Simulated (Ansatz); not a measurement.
# Sn: response to strain

Aim: deform Sn (zz strain of -3 %) and compute stress, forces and field gradients with LAPW, PAW and all-electron datasets made for the crystal.

Method: DFT LDA, scalar-relativistic, in Ansatz 0.2.0.

## 1. The structure to begin with

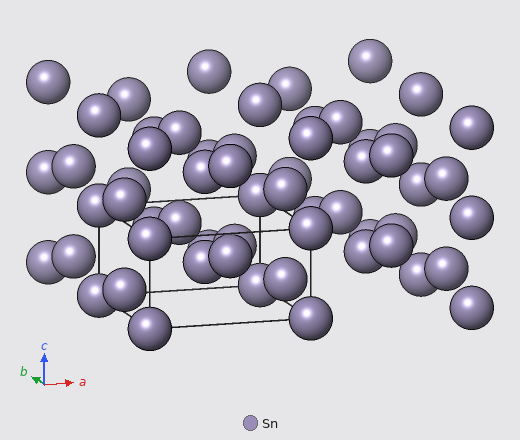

The starting structure, seen slightly off an axis (tin purple). 2×2×2 cells are drawn. Atoms on the faces are drawn again on the opposite ones. The cell drawn here is the conventional one.

As a file:

```
CELL_PARAMETERS angstrom
-2.91585 2.91585 1.59065
2.91585 -2.91585 1.59065
2.91585 2.91585 -1.59065
ATOMIC_POSITIONS crystal
Sn 0.00000 0.00000 0.00000
Sn 0.75000 0.25000 0.50000
```

Atoms are numbered in the order of the input: Sn1, Sn2.

## 2. The deformed structure

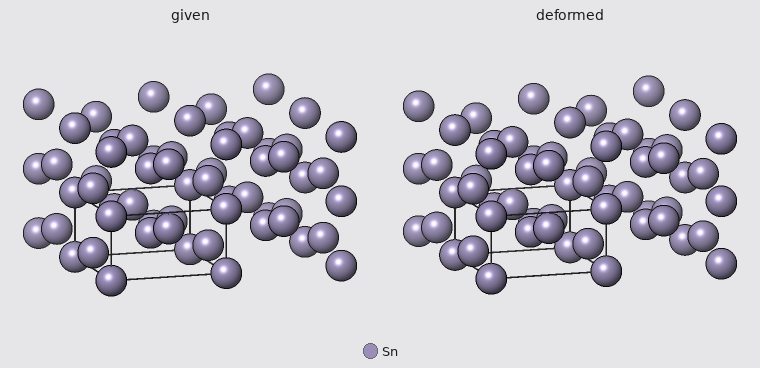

Given and deformed, at one scale.

Space group I4_1/amd before, I4_1/amd after.

## 3. Full-potential LAPW

Contents of input.yaml:

```yaml
crystal:
  lattice:
    - [-2.91585, 2.91585, 1.5429305]
    - [2.91585, -2.91585, 1.5429305]
    - [2.91585, 2.91585, -1.5429305]
  atoms:
    - { symbol: Sn, position: [0.0, 0.0, 0.0] }
    - { symbol: Sn, position: [0.75, 0.25, 0.5] }
kpoints:
  mp_grid: { grid: [15, 15, 15] }
  band_path:
    path:
      - [0.0, 0.0, 0.0]
      - [0.0, 0.0, 0.5]
      - [-0.5, 0.5, 0.5]
      - [0.0, 0.0, 0.0]
      - [0.3200006994, 0.3200006994, -0.3200006994]
      - [-0.3200006994, 0.6799993006, 0.3200006994]
      - [-0.5, 0.5, 0.5]
      - [0.0, 0.0, 0.5]
      - [0.25, 0.25, 0.25]
    npoints: 5
scf:
  occupations: { method: fermi_dirac, width: 0.05 }
hamiltonian:
  xc: lda
  pseudopotentials: { kind: all_electron, lapw: { basis_error: 0.0005 } }
output:
  forces: true
  stress: true
  eigenvalues: true
```

Run with:

```console
$ ansatz run input.yaml --threads 1 --pin off --max-ram 3072MiB --backend cpu --events-out ev --progress --plain --runs-dir out
```

The log of the run, cut to the lines that bear on the results:

```text
LAPW: plane waves up to 7.778 Å⁻¹, error target 5.0e-4 eV per atom; small_component_spin mean_spin; Sn in spheres of 1.508 Å, 22 of its electrons in bands, Dirac shells []
[...]
Pseudopotentials: kind: all_electron
Pseudopotential: Sn, LAPW, valence charge 22, Koelling and Harmon's equation, gaussian nucleus
Functional definition: SPW92
[...]
Crystal: 2 atoms, lattice volume = 52.473 Å³
Basis set: ecut = 230.49497345157897 eV, 427 PW (Γ), FFT grids on a1+a2, a2, a3, exchange–correlation at level 2
Bands: 27, of which v1, the nominal top of the filled ones, is band 22 counted from 1 (21 counted from 0)
Symmetry: 16 space group operations
Space group: I41/amd (ITA 141), of the structure as read, at distance tolerance 3.7e-5 Å
k-points: 288 of 3375
[...]
SCF iter   1: F=—  HF=-335889.888416 eV  |F-HF|=—  |Δ(HF+E_count)|=         —  Δρ=9.82e-3  dr2=3.47e-2  ethr=7.87e-5  ⟨swp⟩=3.0  Hψ=53472  notcnv=0
[...]
SCF iter   8: F=-335889.852498 eV  HF=-335889.852498 eV  |F-HF|=3.32e-9  |Δ(HF+E_count)|=   1.12e-7  Δρ=5.27e-6  dr2=9.84e-9  ethr=8.04e-10  ⟨swp⟩=2.0  Hψ=22879  notcnv=0
[...]
NSCF: frozen V_eff on 41 k-points
SCF converged after 8 iterations
Free energy (F): -335889.852498 eV
[...]
E sigma→0 (E₀):  -335889.849401 eV
Entropy (-TS):   -0.006194 eV (-3.097 meV/atom)
Fermi energy:    13.961777 eV
[...]
--- Forces (eV/Å), atoms counted from 1 ---
  atom   1  Sn     0.00000000    -0.00000000     0.00000000
  atom   2  Sn    -0.00000000    -0.00000000     0.00000000
[...]
--- Stress (GPa, compression-positive) ---
       -0.460052       0.000000       0.000000
        0.000000      -0.460052       0.000000
        0.000000       0.000000       0.574251
  P = ⅓ Tr σ = -0.1153 GPa (-1.153 kbar)
--- Band table (eV; the first three rows and the last of 288) ---
  k-point 0: bands = ["-114.9752", "-114.9743", "-70.8994", "-70.8992", "-70.8928", "-70.8928", "-70.8848", "-70.8848", "-7.6087", "-7.5518", "-7.4951", "-7.4737", "-7.2833", "-7.2833", "-7.2740", "-7.2740", "-7.1951", "-7.0803", "2.5354", "9.9874", "11.7901", "11.7901", "16.8979", [...]
[...]
```

It took 76 s on 1 thread of Arm Neoverse V2, shared host; peak memory 0.88 GiB.

In short: pressure -0.12 GPa; no gap.

## 4. PAW on the default files

Contents of input.yaml:

```yaml
crystal:
  lattice:
    - [-2.91585, 2.91585, 1.5429305]
    - [2.91585, -2.91585, 1.5429305]
    - [2.91585, 2.91585, -1.5429305]
  atoms:
    - { symbol: Sn, position: [0.0, 0.0, 0.0] }
    - { symbol: Sn, position: [0.75, 0.25, 0.5] }
kpoints:
  mp_grid: { grid: [15, 15, 15] }
scf:
  occupations: { method: fermi_dirac, width: 0.05 }
hamiltonian:
  xc: lda
  pseudopotentials: { kind: paw }
output:
  forces: true
  stress: true
  eigenvalues: true
  efg: { contact_densities: true }
```

Run with:

```console
$ ansatz run input.yaml --threads 1 --pin off --max-ram 3072MiB --backend cpu --events-out ev --progress --plain --runs-dir out
```

The log of the run, cut to the lines that bear on the results:

```text
Sn: output.efg is read without spin–orbit coupling, which moves field gradients at and beside such atoms by some per cent and up to a factor of two; PAW files take it under magnetization.noncollinear and magnetization.spin_orbit
[...]
Pseudopotentials: kind: paw
Pseudopotential: Sn, paw, valence charge 14, recommended cutoff 420 eV (normal)
Functional definition: SPW92
[...]
Crystal: 2 atoms, lattice volume = 52.473 Å³
Basis set: ecut = 420 eV, 1037 PW (Γ)
Bands: 18, of which v1, the nominal top of the filled ones, is band 14 counted from 1 (13 counted from 0)
Symmetry: 16 space group operations
Space group: I41/amd (ITA 141), of the structure as read, at distance tolerance 3.7e-5 Å
k-points: 288 of 3375
[...]
SCF iter   1: F=—  HF=-11759.078472 eV  |F-HF|=—  |Δ(HF+E_count)|=         —  Δρ=6.73e-3  dr2=1.05e-2  ethr=1.77e-3  ⟨swp⟩=6.0  Hψ=26686  notcnv=0
[...]
  atom   1  Sn     0.00000000     0.00000000     0.00000000
  atom   2  Sn     0.00000000     0.00000000     0.00000000
[...]
--- Stress (GPa, compression-positive) ---
       -0.474770       0.000000       0.000000
        0.000000      -0.474770      -0.000000
       -0.000000       0.000000       0.554128
  P = ⅓ Tr σ = -0.1318 GPa (-1.318 kbar)
--- PAW observables at the nuclei: V_zz in 10²¹ V/m², potentials from the cell's mean, atoms counted from 1 ---
  atom   1  Sn V_zz =    +3.173908   η = 0.0000   by run symmetry: allowed
            electrostatic potential = -8174.813628 V   contact ρ = 1231485.566161 e/Å³
  atom   2  Sn V_zz =    +3.173908   η = 0.0000   by run symmetry: allowed
            electrostatic potential = -8174.813628 V   contact ρ = 1231485.566161 e/Å³
--- Band table (eV; the first three rows and the last of 288) ---
  k-point 0: bands = ["-10.6737", "-10.6191", "-10.5625", "-10.5393", "-10.3510", "-10.3510", "-10.3417", "-10.3417", "-10.2615", "-10.1467", "-0.5165", "6.9334", "8.7387", "8.7387", "13.8449", "16.9774", "16.9774", "18.3635"]
[...]
```

It took 14 s on 1 thread of Arm Neoverse V2, shared host; peak memory 0.47 GiB.

This run gives: pressure -0.13 GPa; no gap; Vzz Sn1 3.17 (η = 0.00) (10²¹ V/m²).

## 5. All-electron PAW on datasets made for the crystal

input.yaml, as its differences from that of step 4:

```diff
@@ -14,3 +14,3 @@
   xc: lda
-  pseudopotentials: { kind: paw }
+  pseudopotentials: { kind: all_electron, datasets: crystal }
 output:
```

Run with:

```console
$ ansatz run input.yaml --threads 1 --pin off --max-ram 3072MiB --backend cpu --events-out ev --progress --plain --runs-dir out
```

The log of the run, cut to the lines that bear on the results:

```text
[...]
band count auto-derived: 20 (N_el = 28.0; filled up to band 14; 18 by the electrons, moments and atoms)
Sn: output.efg is read without spin–orbit coupling, which moves field gradients at and beside such atoms by some per cent and up to a factor of two; PAW files take it under magnetization.noncollinear and magnetization.spin_orbit
[...]
Pseudopotentials: kind: all_electron
Pseudopotential: Sn, paw, valence charge 14, recommended cutoff 260 eV (normal), Koelling and Harmon's equation, gaussian nucleus
Functional definition: SPW92
[...]
Crystal: 2 atoms, lattice volume = 52.473 Å³
Basis set: ecut = 260 eV, 501 PW (Γ)
Bands: 20, of which v1, the nominal top of the filled ones, is band 14 counted from 1 (13 counted from 0)
Symmetry: 16 space group operations
Space group: I41/amd (ITA 141), of the structure as read, at distance tolerance 3.7e-5 Å
k-points: 288 of 3375
[...]
  atom   1  Sn    -0.00000000     0.00000000     0.00000000
  atom   2  Sn    -0.00000000     0.00000000     0.00000000
[...]
--- Stress (GPa, compression-positive) ---
       -0.460251      -0.000000       0.000000
       -0.000000      -0.460251      -0.000000
        0.000000       0.000000       0.574015
  P = ⅓ Tr σ = -0.1155 GPa (-1.155 kbar)
--- PAW observables at the nuclei: V_zz in 10²¹ V/m², potentials from the cell's mean, atoms counted from 1 ---
  atom   1  Sn V_zz =    +3.199901   η = 0.0000   by run symmetry: allowed
            electrostatic potential = -8170.791406 V   contact ρ = 1231368.177937 e/Å³
  atom   2  Sn V_zz =    +3.199901   η = 0.0000   by run symmetry: allowed
            electrostatic potential = -8170.791406 V   contact ρ = 1231368.177937 e/Å³
--- Band table (eV; the first three rows and the last of 288) ---
  k-point 0: bands = ["-7.6088", "-7.5515", "-7.4948", "-7.4737", "-7.2831", "-7.2831", "-7.2738", "-7.2738", "-7.1951", "-7.0804", "2.5354", "9.9875", "11.7901", "11.7901", "16.8979", "20.0276", "20.0276", "21.4157"]
[...]
```

Run time: 34 s. Hardware: 1 thread of Arm Neoverse V2, shared host; peak memory 0.79 GiB.

Read from it: pressure -0.12 GPa; no gap; Vzz Sn1 3.20 (η = 0.00) (10²¹ V/m²).

## 6. Stress and forces compared

Stress (GPa, compression positive):

```csv
method,xx,yy,zz,yz,xz,xy
LAPW,-0.46,-0.46,0.57,0.00,0.00,0.00
PAW,-0.47,-0.47,0.55,0.00,0.00,0.00
crystal datasets,-0.46,-0.46,0.57,0.00,0.00,0.00
```

```
          method  pressure (GPa)  Vzz Sn1 (10²¹ V/m²)  SCF cycles, all passes
            LAPW           -0.12                    –                       8
             PAW           -0.13                 3.17                       7
crystal datasets           -0.12                 3.20                       8
```

## 7. What came out

| quantity | value |
| --- | --- |
| pressure | LAPW -0.12, PAW -0.13, crystal datasets -0.12 GPa |
| largest shear or deviatoric stress (LAPW) | 0.69 GPa |

The largest part of the stress beyond the pressure is 0.69 GPa in size, in the zz component; the atoms are carried along and not relaxed. No run of the undeformed cell stands beside it, so the pressure holds what the given cell had before the change. PAW: stress within 0.02 GPa of LAPW. Crystal datasets: stress within 0.01 GPa of LAPW.
